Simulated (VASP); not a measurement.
Band structure of KMgF$_{3}$ (cubic perovskite). Computed with PBE GGA with D4 dispersion, VASP's PBE PAW potentials (set 64) (plane waves; VASP).

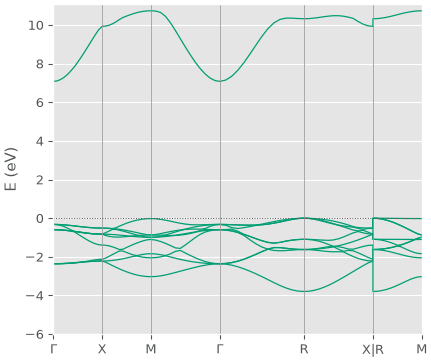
Fig. 1. Bands along high-symmetry lines, zero at the valence-band maximum or, without a gap, the Fermi level

Task: Read the plot: is there a gap, and where are the band edges?

Result: The gap is indirect, 7.08 eV, from the valence maximum at R to the conduction minimum at Γ. (Edges off the drawn lines would not show.)

Measured: gap 12.40 eV (computed value off by -5.32 eV), as given by M. Sahnoun et al., Materials Chemistry and Physics (2004), doi:10.1016/j.matchemphys.2004.11.019.

The compound is KMgF3 in the cubic perovskite structure. It was relaxed first.
